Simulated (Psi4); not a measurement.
# PH3 (phosphine) at wB97M-V/6-31G(d) (spherical functions, sweep point 8)

What is the vertical ionisation energy of PH3 (phosphine) at wB97M-V/6-31G* (spherical functions, sweep point 8)? 

The calculation is run with Psi4 1.11.

4 further runs of the same task are left out: 4 set aside as unsound or not needed.

## Step 1: The structure to begin with

PH3 has 4 atoms, charge 0, and is taken as a singlet. As SMILES, `P`. The shape is that of a PBE0-D4/def2-TZVP optimisation.

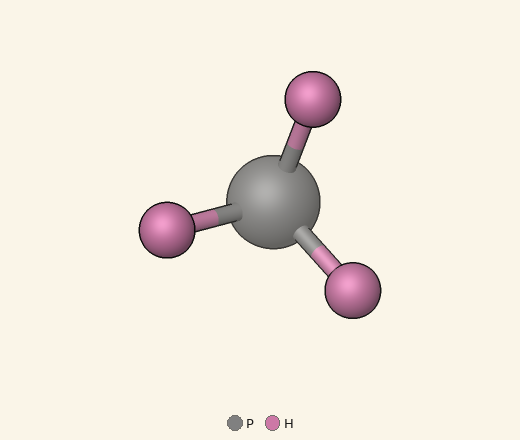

The structure, seen from a chosen angle (phosphorus grey, hydrogen pink).

## Step 2: The energy at wB97M-V/6-31G(d) (spherical functions, sweep point 8)

The input, input.in:

```
memory 1600 MB

molecule m {
  0 1
  P      0.346000    -0.326500    -0.332800
  H      0.630900    -0.034000     1.027000
  H     -1.005500    -0.663000    -0.057200
  H      0.028700     1.023500    -0.636900
  units angstrom
  symmetry c1
}

set basis 6-31G*
set puream true
set scf_type pk
set dft_radial_points 250
set dft_spherical_points 1202

result, w = energy('wb97m-v', return_wfn=True)
```

The run is started by

```bash
psi4 -i input.in -o input.out -n 1
```

input.out:

```text
[...]
  Running in c1 symmetry.
[...]
  Nuclear repulsion =   17.542621841641523
[...]
  Multiplicity = 1
[...]
  Nalpha       = 9
  Nbeta        = 9
[...]
    Number of basis functions: 24
[...]
   @RKS iter   1:  -343.05341211315204   -3.19944e-01   6.95757e-03 DIIS/ADIIS
[...]
   @RKS iter   6:  -343.07844228899972   -2.62180e-08   9.07697e-07 DIIS
[...]
    Orbital Energies [Eh]
    ---------------------
    Doubly Occupied:
       1A    -77.359501     2A     -6.718745     3A     -4.830327
       4A     -4.830327     5A     -4.826326     6A     -0.762121
       7A     -0.479001     8A     -0.478967     9A     -0.364799
[...]
  @RKS Final Energy:  -343.07844228899972
   => Energetics <=
    Nuclear Repulsion Energy =             17.5426218416415232
    One-Electron Energy =                -508.4593993307980782
    Two-Electron Energy =                 166.1722593865364672
    DFT Exchange-Correlation Energy =     -18.4093612761433043
    Empirical Dispersion Energy =           0.0000000000000000
    VV10 Nonlocal Energy =                  0.0754370897636899
    Total Energy =                       -343.0784422889997245
[...]
 Multipole Moments:
 ------------------------------------------------------------------------------------
     Multipole            Electronic (a.u.)      Nuclear  (a.u.)        Total (a.u.)
 ------------------------------------------------------------------------------------
 L = 1.  Multiply by 2.5417464519 to convert [e a0] to [Debye]
 Dipole X            :          1.0030289           -1.2197313           -0.2167024
 Dipole Y            :         -0.9465291            1.1510724            0.2045433
 Dipole Z            :         -0.9649877            1.1733711            0.2083834
 Magnitude           :                                                    0.3636228
[...]
```

It took 56 s on 1 thread of Intel Xeon Platinum 8259CL at 2.50GHz (Skylake/Cascade Lake), shared host; peak memory 1.3 GiB.

## Step 3: The doublet cation at the same level

The input, h3p.in:

```
memory 1.6 GB

molecule {
  1 2
  P      0.346000    -0.326500    -0.332800
  H      0.630900    -0.034000     1.027000
  H     -1.005500    -0.663000    -0.057200
  H      0.028700     1.023500    -0.636900
  units angstrom
  symmetry c1
}

set {
  basis                6-31G*
  reference            uks
  puream               true
  scf_type             pk
  dft_radial_points    250
  dft_spherical_points 1202
  maxiter              150
}

result, w = energy("wb97m-v", return_wfn=True)
```

The run is started by

```bash
psi4 -n 1 h3p.in h3p.out
```

h3p.out:

```text
[...]
  Running in c1 symmetry.
[...]
  Nuclear repulsion =   17.542621841641523
[...]
  Multiplicity = 2
[...]
  Nalpha       = 9
  Nbeta        = 8
[...]
    Number of basis functions: 24
[...]
   @UKS iter   1:  -342.67331873875503    6.01491e-02   5.29376e-03 ADIIS/DIIS
[...]
   @UKS iter   8:  -342.69088261261197   -9.00690e-09   7.70765e-07 DIIS
[...]
   @S^2 Observed:                7.510510829E-01
[...]
    Orbital Energies [Eh]
    ---------------------
    Alpha Occupied:
       1A    -77.722632     2A     -7.079334     3A     -5.196838
       4A     -5.187914     5A     -5.187914     6A     -1.085862
       7A     -0.780596     8A     -0.780558     9A     -0.720716
    Alpha Virtual:
      10A     -0.173783    11A     -0.173761    12A     -0.061722
      13A      0.099400    14A      0.103056    15A      0.103066
      16A      0.206461    17A      0.406866    18A      0.408039
      19A      0.408039    20A      0.469917    21A      0.469921
      22A      0.740103    23A      0.905398    24A      0.905458
[...]
  @UKS Final Energy:  -342.69088261261197
   => Energetics <=
    Nuclear Repulsion Energy =             17.5426218416415232
    One-Electron Energy =                -502.3891663889127130
    Two-Electron Energy =                 160.3476695123030424
    DFT Exchange-Correlation Energy =     -18.2643434990915345
    Empirical Dispersion Energy =           0.0000000000000000
    VV10 Nonlocal Energy =                  0.0723359214477046
    Total Energy =                       -342.6908826126119720
[...]
 Multipole Moments:
 ------------------------------------------------------------------------------------
     Multipole            Electronic (a.u.)      Nuclear  (a.u.)        Total (a.u.)
 ------------------------------------------------------------------------------------
 L = 1.  Multiply by 2.5417464519 to convert [e a0] to [Debye]
 Dipole X            :          1.1026660           -1.2197313           -0.1170653
 Dipole Y            :         -1.0405851            1.1510724            0.1104873
 Dipole Z            :         -1.0607822            1.1733711            0.1125889
 Magnitude           :                                                    0.1964383
[...]
```

Run time: 85 s. Hardware: 1 thread of Intel Xeon Platinum 8259CL at 2.50GHz (Skylake/Cascade Lake), shared host; peak memory 1.3 GiB.

## Step 4: What came out

At wB97M-V/6-31G* (spherical functions, sweep point 8):

```
                                          quantity          value
                         singlet PH3: total energy  -343.07844 Eh
                        singlet PH3: dipole moment         0.92 D
                          singlet PH3: HOMO energy       -9.93 eV
                          singlet PH3: LUMO energy        3.15 eV
                        singlet PH3: HOMO–LUMO gap       13.08 eV
                      doublet cation: total energy  -342.69088 Eh
doublet cation: HOMO energy (highest over α and β)      -19.61 eV
 doublet cation: LUMO energy (lowest over α and β)      -11.05 eV
                              doublet cation: ⟨S²⟩          0.751
vertical ionisation energy (to the doublet cation)      10.546 eV
```

**Reading.** The vertical ionisation energy comes to 10.55 eV (243 kcal/mol). −ε(HOMO) before ionisation, 9.93 eV, is 0.62 eV below this ionisation energy.
